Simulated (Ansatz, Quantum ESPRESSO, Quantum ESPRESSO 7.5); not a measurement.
# The basal face of Y: relaxation and work function

How much does the work function of Y(0001) depend on the functional?

Main program and level: Quantum ESPRESSO 7.5; plane-wave DFT, PBE, GBRV ultrasoft pseudopotentials (geometry and cross-check by Ansatz 0.2.0 with PAW datasets; geometry under PBE).

The experiments to compare with:

“Anisotropic work function of elemental crystals” (2019, arxiv:1902.07811) quotes from earlier work for Y (polycrystalline sample, no single face): work function, loosely compared (polycrystalline sample, no single face) 3.1 eV.

## (1) The starting structure

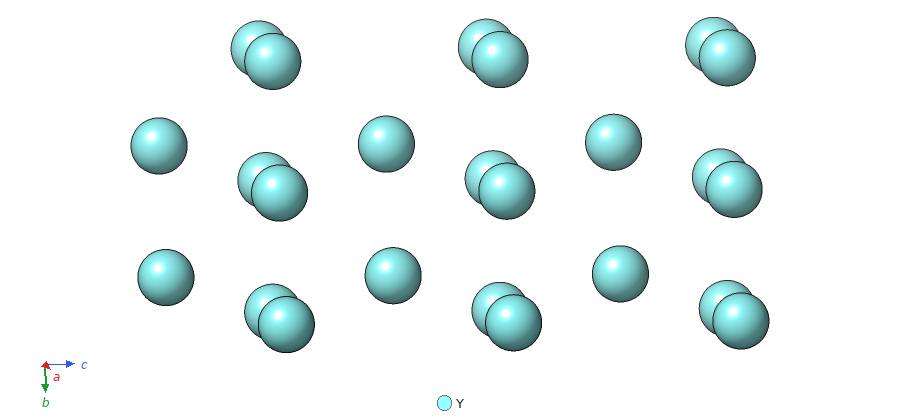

The cell as given, from the side, with the c axis across the page (yttrium teal). 1×2×1 cells are drawn. Some periodic images of atoms are drawn too.

The cell holds 6 atoms: 6 Y. Its edges and angles: a = 3.650 Å, b = 3.650 Å, c = 30.335 Å, α = 90.0°, β = 90.0°, γ = 60.0°. It derives from Y. Vacuum lies along c.

Coordinates:

```xyz
6
Lattice="3.6500 0.0000 0.0000 1.8250 3.1610 0.0000 0.0000 0.0000 30.3354" Properties=species:S:1:pos:R:3
Y     3.6500    2.1073    8.0000
Y     0.0000    0.0000   10.8671
Y     3.6500    2.1073   13.7341
Y     0.0000    0.0000   16.6012
Y     3.6500    2.1073   19.4683
Y     0.0000    0.0000   22.3354
```

## (2) Relaxation with Ansatz of (0001)

The geometry comes first, from a plane-wave PAW code, so that the later runs on this slab share one structure.

Contents of input.yaml:

```yaml
crystal:
  lattice:
    - [3.65, 0.0, 0.0]
    - [1.825, 3.1609927238, 0.0]
    - [0.0, 0.0, 30.335375]
  atoms:
    - { symbol: "Y", position: [0.6666666667, 0.6666666667, 0.2637185135] }
    - { symbol: "Y", position: [0.0, 0.0, 0.3582311081] }
    - { symbol: "Y", position: [0.6666666667, 0.6666666667, 0.4527437027] }
    - { symbol: "Y", position: [0.0, 0.0, 0.5472562973] }
    - { symbol: "Y", position: [0.6666666667, 0.6666666667, 0.6417688919] }
    - { symbol: "Y", position: [0.0, 0.0, 0.7362814865] }
kpoints:
  mp_grid: { grid: [12, 12, 1] }
hamiltonian:
  xc: pbe
scf:
  occupations: { method: fermi_dirac, width: 0.1 }
  convergence: { dr2_threshold: 1.0e-08 }
efield:
  axis: 3
  dipole_correction: true
  ramp_position: 0.97
  ramp_width: 0.04
relax:
  f_tol: 0.01
  constraints: [{ sites: [2, 3] }]
output:
  write_potential: true
  write_density: true
  volumetric_format: npy
```

On the command line:

```
ansatz run input.yaml --threads 4 --pin off --max-ram 8192MiB --backend cpu --events-out ev --progress --plain --runs-dir out
```

Numbers of over 12 decimals in the logs are rounded to 6 here.

Log:

```text
Engine: ansatz 0.2.0, aarch64-unknown-linux-gnu
Pseudopotentials: kind: paw
Pseudopotential: Y, paw, valence charge 11, recommended cutoff 420 eV (normal), Y.paw.azcp
Functional definition: PBE
  parameter kappa = 0.804
  parameter beta = 0.066725
  exchange = pbe_x(kappa = kappa, mu = beta*pi^2/3)
  correlation = pbe_c(beta = beta)
Crystal: 6 atoms, lattice volume = 349.998 Å³
Basis set: ecut = 420 eV, 6737 PW (Γ), exchange–correlation on 50×50×432 points (8 copies of the dense FFT grid, shifted against one another)
Bands: 40, of which v1, the nominal top of the filled ones, is band 33 counted from 1 (32 counted from 0)
Symmetry: 6 space group operations
k-points: 19 of 144 (time reversal used)
Non-local potential: Y, projectors of the file, l = 0: 3, l = 1: 2, l = 2: 2, l = 3: 1
PAW form: soft (Blöchl's): semilocal exchange-correlation on the pseudo side does not see the compensation charge
PAW one-centre angular grid: Y, 590 points (default); XC on 64 Gauss nodes
Initial density: superposition of atomic densities (neutral atoms: chi_scale 0, normalization atom), corrected by the library's trained network
Initial wavefunctions: pseudopotential atomic-orbital guess
Functional: x = pbe(κ = 0.804, μ = 0.219515), c = pbe(β = 0.066725)
SCF iter   1: F=—  HF=-23090.778181 eV  |F-HF|=—  |Δ(HF+E_count)|=         —  Δρ=2.75e-3  dr2=8.27e-1  ethr=1.77e-3  p=-0.002 e·Å  D=-1.21e-3 V/Å  ΔV_dip=0.04 eV  dr2_dipole=6.41e-2  V_vac-E_F(+/−)=3.00/2.96 eV  ⟨swp⟩=7.5  Hψ=7031  notcnv=0
efield: sawtooth ramp at fractional position 0.9700 (set: `efield.ramp_position`, or a place that a band, a saddle search or an elastic batch's reference lends), width 0.0400; the density the first Hamiltonian is built on has a dipole p = -0.002 e·Å; the dipole correction subtracts the counter field D = -1.21e-3 V/Å, which shifts the + side's vacuum level by +0.04 eV against the − side's; the planar-averaged density in the ramp window peaks in size at 1.2e-4 e/Å³
automatic band count: the SCF goes on with 47 bands, as 40 were too few: the levels above may hold too much charge
preconditioner: auto → LDOS  [metal: Δε(μ)=0.030 eV  Ē_g=2.540 eV  σ=0.100 eV  W_gap=0.08  n_scr=48 (ndim 8)  ℏωp=8.4 eV  f_vac=0.375  D(μ)=13.95/eV (n_scr^D=126)  β→1.0]
SCF iter   2: F=—  HF=-23090.765941 eV  |F-HF|=—  |Δ(HF+E_count)|=   1.22e-2  Δρ=9.69e-4  dr2=1.49e-2  ethr=1.25e-3  p=-0.001 e·Å  D=-3.99e-4 V/Å  ΔV_dip=0.01 eV  dr2_dipole=4.38e-4  V_vac-E_F(+/−)=3.26/3.24 eV  ⟨swp⟩=1.7  Hψ=1062  notcnv=0
SCF iter   3: F=—  HF=-23090.765916 eV  |F-HF|=—  |Δ(HF+E_count)|=   2.54e-5  Δρ=5.91e-4  dr2=8.87e-3  ethr=2.26e-5  p=-0.000 e·Å  D=-1.84e-4 V/Å  ΔV_dip=0.01 eV  dr2_dipole=1.31e-5  V_vac-E_F(+/−)=3.30/3.30 eV  ⟨swp⟩=2.0  Hψ=1419  notcnv=0
SCF iter   4: F=—  HF=-23090.765269 eV  |F-HF|=—  |Δ(HF+E_count)|=   6.47e-4  Δρ=1.44e-4  dr2=2.24e-4  ethr=1.34e-5  p=-0.000 e·Å  D=-1.32e-4 V/Å  ΔV_dip=0.00 eV  dr2_dipole=1.26e-7  V_vac-E_F(+/−)=3.33/3.33 eV  ⟨swp⟩=1.9  Hψ=1101  notcnv=0
SCF iter   5: F=—  HF=-23090.765291 eV  |F-HF|=—  |Δ(HF+E_count)|=   2.20e-5  Δρ=4.44e-5  dr2=3.32e-5  ethr=3.40e-7  p=-0.000 e·Å  D=-4.54e-5 V/Å  ΔV_dip=0.00 eV  dr2_dipole=5.85e-7  V_vac-E_F(+/−)=3.36/3.36 eV  ⟨swp⟩=2.0  Hψ=1413  notcnv=0
SCF iter   6: F=—  HF=-23090.765295 eV  |F-HF|=—  |Δ(HF+E_count)|=   3.95e-6  Δρ=2.26e-5  dr2=1.56e-5  ethr=5.04e-8  p=-0.000 e·Å  D=-1.26e-5 V/Å  ΔV_dip=0.00 eV  dr2_dipole=1.76e-7  V_vac-E_F(+/−)=3.37/3.37 eV  ⟨swp⟩=3.0  Hψ=1521  notcnv=0
SCF iter   7: F=—  HF=-23090.765291 eV  |F-HF|=—  |Δ(HF+E_count)|=   4.10e-6  Δρ=8.22e-6  dr2=1.05e-6  ethr=2.37e-8  p=-0.000 e·Å  D=-1.27e-6 V/Å  ΔV_dip=0.00 eV  dr2_dipole=1.79e-9  V_vac-E_F(+/−)=3.37/3.37 eV  ⟨swp⟩=1.7  Hψ=1160  notcnv=0
SCF iter   8: F=—  HF=-23090.765548 eV  |F-HF|=—  |Δ(HF+E_count)|=   2.58e-4  Δρ=2.67e-6  dr2=7.41e-8  ethr=1.59e-9  p=0.000 e·Å  D=3.41e-6 V/Å  ΔV_dip=-0.00 eV  dr2_dipole=1.57e-10  V_vac-E_F(+/−)=3.37/3.37 eV  ⟨swp⟩=2.8  Hψ=1354  notcnv=0
SCF iter   9: F=—  HF=-23090.765548 eV  |F-HF|=—  |Δ(HF+E_count)|=   6.83e-9  Δρ=1.04e-6  dr2=1.83e-8  ethr=1.52e-11  p=0.000 e·Å  D=4.80e-6 V/Å  ΔV_dip=-0.00 eV  dr2_dipole=4.82e-11  V_vac-E_F(+/−)=3.37/3.37 eV  ⟨swp⟩=8.9  Hψ=5376  notcnv=0
SCF iter  10: F=-23090.765548 eV  HF=-23090.765548 eV  |F-HF|=9.75e-10  |Δ(HF+E_count)|=   1.32e-9  Δρ=3.93e-7  dr2=2.93e-9  ethr=1.52e-11  p=0.000 e·Å  D=5.43e-6 V/Å  ΔV_dip=-0.00 eV  dr2_dipole=5.99e-12  V_vac-E_F(+/−)=3.37/3.37 eV  ⟨swp⟩=8.1  Hψ=4561  notcnv=0
SCF 1 converged in 10 iterations: F = -23090.765548 eV  dr2 = 2.93e-9
  greatest PAW one-centre occupation: 0.994 electrons in one spin orbital (limit 2), on the Y atom at site 3 (counted from 0), in its partial waves of l = 0
relax step   1: F+E_penalty+E_count = -23090.76554822 eV  Δ(F+E_penalty+E_count) = +0.000e0 eV  max|allowed force component| = 1.767e-1 eV/Å  Δτ_max = 0.0000 Å  (10 SCF iters, accepted)
Bands: 47, of which v1, the nominal top of the filled ones, is band 33 counted from 1 (32 counted from 0)
Initial density: handed on by an earlier stage of this run
Initial wavefunctions: those handed on with the density
iter 1 solved again at ethr=6.77e-4 eV; its pass at ethr=3.10e-3 eV (dr2=4.47e-1 eV) is discarded
SCF iter   1: F=—  HF=-23090.811788 eV  |F-HF|=—  |Δ(HF+E_count)|=         —  Δρ=3.30e-3  dr2=4.49e-1  ethr=6.77e-4  p=0.000 e·Å  D=5.31e-6 V/Å  ΔV_dip=-0.00 eV  dr2_dipole=6.65e-10  V_vac-E_F(+/−)=3.40/3.40 eV  ⟨swp⟩=1.1  Hψ=2805  notcnv=0
efield: sawtooth ramp at fractional position 0.9700 (set: `efield.ramp_position`, or a place that a band, a saddle search or an elastic batch's reference lends), width 0.0400; the density the first Hamiltonian is built on has a dipole p = 0.000 e·Å; the dipole correction subtracts the counter field D = 5.31e-6 V/Å, which shifts the + side's vacuum level by -0.00 eV against the − side's; the planar-averaged density in the ramp window peaks in size at 4.1e-6 e/Å³
preconditioner: auto → LDOS  [metal: Δε(μ)=0.021 eV  Ē_g=2.586 eV  σ=0.100 eV  W_gap=0.05  n_scr=48 (ndim 8)  ℏωp=8.4 eV  f_vac=0.382  D(μ)=12.52/eV (n_scr^D=114)  β→1.0]
SCF iter   2: F=—  HF=-23090.785331 eV  |F-HF|=—  |Δ(HF+E_count)|=   2.65e-2  Δρ=1.46e-3  dr2=3.71e-2  ethr=6.77e-4  p=0.000 e·Å  D=1.66e-5 V/Å  ΔV_dip=-0.00 eV  dr2_dipole=1.01e-5  V_vac-E_F(+/−)=3.30/3.31 eV  ⟨swp⟩=2.1  Hψ=994  notcnv=0
SCF iter   3: F=—  HF=-23090.782490 eV  |F-HF|=—  |Δ(HF+E_count)|=   2.84e-3  Δρ=5.53e-4  dr2=6.28e-3  ethr=5.62e-5  p=-0.000 e·Å  D=-1.52e-5 V/Å  ΔV_dip=0.00 eV  dr2_dipole=7.00e-7  V_vac-E_F(+/−)=3.34/3.34 eV  ⟨swp⟩=2.2  Hψ=1477  notcnv=0
SCF iter   4: F=—  HF=-23090.782180 eV  |F-HF|=—  |Δ(HF+E_count)|=   3.10e-4  Δρ=2.11e-4  dr2=6.34e-4  ethr=9.51e-6  p=-0.000 e·Å  D=-2.67e-6 V/Å  ΔV_dip=0.00 eV  dr2_dipole=1.02e-11  V_vac-E_F(+/−)=3.34/3.34 eV  ⟨swp⟩=1.6  Hψ=1180  notcnv=0
SCF iter   5: F=—  HF=-23090.782161 eV  |F-HF|=—  |Δ(HF+E_count)|=   1.91e-5  Δρ=5.46e-5  dr2=2.57e-5  ethr=9.61e-7  p=-0.000 e·Å  D=-3.52e-7 V/Å  ΔV_dip=0.00 eV  dr2_dipole=7.27e-10  V_vac-E_F(+/−)=3.35/3.35 eV  ⟨swp⟩=1.4  Hψ=908  notcnv=0
SCF iter   6: F=—  HF=-23090.782158 eV  |F-HF|=—  |Δ(HF+E_count)|=   2.39e-6  Δρ=1.74e-5  dr2=2.81e-6  ethr=3.90e-8  p=0.000 e·Å  D=2.67e-6 V/Å  ΔV_dip=-0.00 eV  dr2_dipole=2.64e-9  V_vac-E_F(+/−)=3.35/3.35 eV  ⟨swp⟩=2.5  Hψ=1293  notcnv=0
SCF iter   7: F=—  HF=-23090.782415 eV  |F-HF|=—  |Δ(HF+E_count)|=   2.57e-4  Δρ=6.51e-6  dr2=5.52e-7  ethr=4.26e-9  p=0.000 e·Å  D=3.94e-6 V/Å  ΔV_dip=-0.00 eV  dr2_dipole=7.67e-12  V_vac-E_F(+/−)=3.35/3.35 eV  ⟨swp⟩=2.0  Hψ=1330  notcnv=0
SCF iter   8: F=—  HF=-23090.782416 eV  |F-HF|=—  |Δ(HF+E_count)|=   1.19e-7  Δρ=2.51e-6  dr2=1.90e-7  ethr=8.36e-10  p=0.000 e·Å  D=4.52e-6 V/Å  ΔV_dip=-0.00 eV  dr2_dipole=4.58e-12  V_vac-E_F(+/−)=3.35/3.35 eV  ⟨swp⟩=2.9  Hψ=1500  notcnv=0
SCF iter   9: F=-23090.782416 eV  HF=-23090.782416 eV  |F-HF|=3.79e-9  |Δ(HF+E_count)|=   5.50e-9  Δρ=7.83e-7  dr2=7.67e-9  ethr=1.52e-11  p=0.000 e·Å  D=4.80e-6 V/Å  ΔV_dip=-0.00 eV  dr2_dipole=4.76e-12  V_vac-E_F(+/−)=3.35/3.35 eV  ⟨swp⟩=7.8  Hψ=5491  notcnv=0
SCF 2 converged in 9 iterations: F = -23090.782416 eV  dr2 = 7.67e-9
  greatest PAW one-centre occupation: 0.994 electrons in one spin orbital (limit 2), on the Y atom at site 0 (counted from 0), in its partial waves of l = 0
relax step   2: F+E_penalty+E_count = -23090.78241559 eV  Δ(F+E_penalty+E_count) = -1.687e-2 eV  max|allowed force component| = 2.774e-3 eV/Å  Δτ_max = 0.0856 Å  (9 SCF iters, accepted)
NSCF: frozen V_eff on 19 k-points
the band table was solved once a step of the walk had ended and its energy, with any forces and stress, was formed, with the checks that follow a solve (3989 applications of the Hamiltonian). They found nothing against the state; the energy, forces and stress were not computed again (output.eigenvalues in the input reference)
WARN: The output density's exchange-correlation potential varies sharply where the density is thin. Do not read a vacuum level from v_tot or v_xc, or from such a field of the output density. On a cell that repeats whose density bears no net charge and no dipole along the vacuum's axis use v_es (v_loc + v_h of the components); under efield.dipole_correction with no amplitude use v_es + v_field, which holds any externa [...]
SCF converged after 9 iterations
Free energy (F): -23090.782416 eV
Harris-Foulkes:  -23090.782416 eV  (|F-HF|=3.79e-9)
Internal energy: -23090.357045 eV  (E = F + TS)
E sigma→0 (E₀):  -23090.569730 eV
Entropy (-TS):   -0.425371 eV (-70.895 meV/atom)
Fermi energy:    3.914096 eV
Dipole field:    D = 0.000003 V/Å  (p = 0.000005 e·Å, saw-weighted, corrected)
Work function:   Φ+ = 3.3543 eV   Φ− = 3.3544 eV
Levels:          The Fermi level and band energies are counted from a zero that moves with the ramp; work functions are not
--- Per-component energies (eV) ---
  E_band       = -1093.732740
  E_kinetic    = 1824.549555
  E_local      = -37567.534426  (includes V_loc(G=0)·N_el)
  E_nonlocal   = 301.154788
  E_hartree    = 17927.955301
  E_xc         = -1035.322997
  E_vxc        = -1188.128675  (∫ρ·V_xc dr)
  E_paw        = -16952.163553  (= ΣΔE_a)
  E_vpaw       = -319.680963  (= ΣTr[D̂ρ^β])
  E_aug_tail   = 0.000020  (compensation charges beyond the density's cutoff)
  E_efield     = 0.000000  (sawtooth field / dipole correction)
  E_vefield    = -0.000052  (∫n·V_field dr)
  E_ewald      = 12411.004268
  E_smearing   = -0.425371  (= −TS)
  E_closure    = -0.000000  (closes the sum)
  Σ components = -23090.782416   (vs F -23090.782416, Δ=0.00e0)
--- Forces (eV/Å), atoms counted from 1 ---
  atom   1  Y      0.00000000     0.00000000    -0.00029058
  atom   2  Y      0.00000000    -0.00000000     0.00277423
  atom   3  Y      0.00000000     0.00000000     0.03323542
  atom   4  Y     -0.00000000    -0.00000000    -0.03323428
  atom   5  Y     -0.00000000     0.00000000    -0.00277136
  atom   6  Y     -0.00000000    -0.00000000     0.00028700
  max |Σ_I F_I| component: 4.38e-7 eV/Å
--- Band table (eV; the first three rows and the last of 19) ---
  k-point 0: bands = [... 29 lower, 1.9769, 4.0793, 4.0972, 4.6892, 4.7107, 5.0869, 5.4506, 5.4506, ... 10 higher]
  k-point 1: bands = [... 29 lower, 2.1150, 4.0844, 4.1120, 4.5455, 4.5715, 4.9955, 5.2714, 5.2853, ... 10 higher]
  k-point 2: bands = [... 29 lower, 2.4869, 4.0193, 4.0758, 4.2204, 4.2939, 4.7572, 4.7916, 4.8410, ... 10 higher]
  k-point 18: bands = [... 29 lower, 3.4255, 3.4419, 3.5017, 3.5274, 3.8426, 3.8426, 4.3029, 4.3029, ... 10 higher]
--- Relaxed structure (2 steps of the walk, 2 accepted, 0 SCFs on fresh bases) ---
  F+E_penalty+E_count = -23090.78241559 eV   max|allowed force component| = 2.774e-3 eV/Å
  atoms:
    - { symbol: Y, position: [0.666667, 0.666667, 0.266540] }
    - { symbol: Y, position: [0, 0, 0.357995] }
    - { symbol: Y, position: [0.666667, 0.666667, 0.452744] }
    - { symbol: Y, position: [0.0, 0.0, 0.547256] }
    - { symbol: Y, position: [0.666667, 0.666667, 0.642005] }
    - { symbol: Y, position: [0, 0, 0.733460] }
```

Run time: 15 s. Hardware: 4 threads of Arm Neoverse V2, shared host; peak memory 0.79 GiB.

The steps of the relaxation:

```tsv
step	energy less that of the first step (eV)	largest force component (eV/Å)
1	0.0000	0.1767
2	-0.0169	0.0028
```

The atoms that moved most (Å):

```tsv
atom	dx	dy	dz	length
Y1	0.000	0.000	0.086	0.086
Y6	0.000	0.000	-0.086	0.086
Y5	0.000	0.000	0.007	0.007
Y2	0.000	0.000	-0.007	0.007
```

The relaxed structure:

```xyz
6
Lattice="3.6500 0.0000 0.0000 1.8250 3.1610 0.0000 0.0000 0.0000 30.3354" Properties=species:S:1:pos:R:3
Y     3.6500    2.1073    8.0856
Y     0.0000    0.0000   10.8599
Y     3.6500    2.1073   13.7342
Y     0.0000    0.0000   16.6012
Y     3.6500    2.1073   19.4755
Y     0.0000    0.0000   22.2498
```

The relaxation lowers the energy by 3 meV an atom. Held were the atoms numbered 3 and 4; the forces quoted are those on the free ones.

Read from the output:

- free energy: -23090.7824 eV
- energy at zero smearing: -23090.5697 eV
- smearing term TS: 0.4254 eV
- Fermi energy: 3.914 eV
- symmetry operations: 6
- work function of the upper face: 3.354 eV
- work function of the lower face: 3.354 eV
- dipole along the normal: 4.98e-6 e·Å

[end of part 1 of 3]

[Logs are printed without paths, hosts, clocks, repeated set-up lines and the standing remarks that a program may print on its own settings, such as how far it seeks lower states.]

[Hosts, paths, dates, database ids (printed as entryN), source tags and the programs' standing remarks are cut or masked in the printed files.]

[Maps of the electrostatic potential energy from Ansatz leave out the sawtooth potential of an applied field or a dipole correction, so their vacuum need not be flat; planar profiles and work functions include it.]
